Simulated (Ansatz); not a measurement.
**TiO2 (titanium dioxide): BLYP/aug-cc-pVDZ**

Aim: the vertical singlet–triplet gap of TiO2 (titanium dioxide) at BLYP/aug-cc-pVDZ, from 2 runs. 

The results are computed with Ansatz 0.2.0.

## (1) Starting point

TiO2 has 3 atoms, charge 0, and is taken as a singlet. SMILES: `[O]=[Ti]=[O]`. The coordinates come from a PBE0-D4/def2-TZVP relaxation.

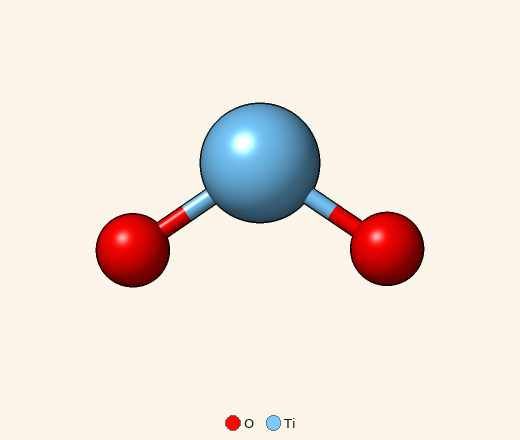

Viewed from a chosen angle; oxygen red, titanium blue.

## (2) A single-point energy at BLYP/aug-cc-pVDZ

in.yaml

```yaml
crystal:
  periodic: [false, false, false]
  atoms:
    - {symbol: O, position_ang: [0.921000, 0.928800, 0.444600]}
    - {symbol: Ti, position_ang: [0.135000, -0.492000, 0.331600]}
    - {symbol: O, position_ang: [-1.056100, -0.436800, -0.776200]}
basis:
  gaussian: {orbitals: aug-cc-pVDZ}
total_charge: 0
hamiltonian: {xc: {name: BLYP}}
output: {orbitals: {seedname: orbitals}}
accuracy: high
```

The run is started by

```
ansatz run in.yaml --threads 1 --pin off --max-ram 3480MiB --events-out events.jsonl --progress --plain --runs-dir runs
```

Log:

```text
Warning: RAYON_NUM_THREADS=1 ignored (pool sized by the plan → 1); use --threads N
Functional definition: BLYP
  name "BLYP"
  parameter beta = 0.0042
  parameter a = 0.04918
  parameter b = 0.132
  parameter c = 0.2533
  parameter d = 0.349
  exchange = b88_x(beta = beta)
  correlation = lyp_c(a = a, b = b, c = c, d = d)
2041 factors; integrals over basis functions are off by at most 3.3e-9 eV
mean field evaluation 1: about -27193.5619 eV, gradient 1.0e2 eV
mean field evaluation 2: about -26664.1752 eV, gradient 4.6e2 eV
mean field evaluation 4: about -27210.3124 eV, gradient 3.3e1 eV
mean field evaluation 8: about -27212.5366 eV, gradient 2.4e0 eV
mean field evaluation 16: about -27212.5479 eV, gradient 4.5e-4 eV
mean field -27212.54789358 eV, -1000.0426897615 hartree, gradient 3.4e-8 eV, S^2 0.000000; 0 other end points of the search recorded, 0 dependent functions left out
reference -27212.54795900 eV, -1000.0426921656 hartree; 19, 19 occupied and 86, 86 virtual orbitals, 2041 factors
Total energy: -27212.54795900 eV, -1000.0426921656 hartree
```

Wall time 11 s (1 thread of Arm Neoverse V2, shared host); peak memory 0.28 GiB.

## (3) The triplet, same level

molecule.yaml

```yaml
crystal:
  periodic: [false, false, false]
  atoms:
    - {symbol: O, position_ang: [0.921000, 0.928800, 0.444600]}
    - {symbol: Ti, position_ang: [0.135000, -0.492000, 0.331600]}
    - {symbol: O, position_ang: [-1.056100, -0.436800, -0.776200]}
basis:
  gaussian: {orbitals: aug-cc-pVDZ}
magnetization: {spin_polarized: true, initial_magnetization: 2}
hamiltonian: {xc: {name: BLYP}}
accuracy: high
output: {orbitals: {seedname: orbitals}}
```

The run is started by

```
ansatz run molecule.yaml --threads 1 --pin off --max-ram 3480MiB --events-out events.jsonl --progress --plain --runs-dir runs
```

Log (excerpt; [...] marks lines left out):

```text
Warning: RAYON_NUM_THREADS=1 ignored (pool sized by the plan → 1); use --threads N
[... 2 set-up lines as earlier in the session ...]
[...]
2041 factors; integrals over basis functions are off by at most 3.3e-9 eV
[...]
mean field -27210.18975567 eV, -999.9560297917 hartree, gradient 4.2e-8 eV, S^2 2.007662; 12 other end points of the search recorded, 0 dependent functions left out
reference -27210.18980341 eV, -999.9560315464 hartree; 20, 18 occupied and 85, 87 virtual orbitals, 2041 factors
Total energy: -27210.18980341 eV, -999.9560315464 hartree
```

Run time: 81 s. Hardware: 1 thread of Arm Neoverse V2, shared host; peak memory 0.41 GiB.

## (4) What came out

Level: BLYP/aug-cc-pVDZ.

```
                                        quantity           value
                           singlet: total energy  -1000.04269 Eh
                            singlet: HOMO energy        -5.74 eV
                            singlet: LUMO energy        -3.61 eV
                          singlet: HOMO–LUMO gap         2.13 eV
                           triplet: total energy   -999.95603 Eh
     triplet: HOMO energy (highest over α and β)        -4.18 eV
                                   triplet: ⟨S²⟩           2.008
vertical energy of the triplet above the singlet        2.358 eV
```

**Reading.** At this shape the triplet lies 2.36 eV (228 kJ/mol) above the singlet.
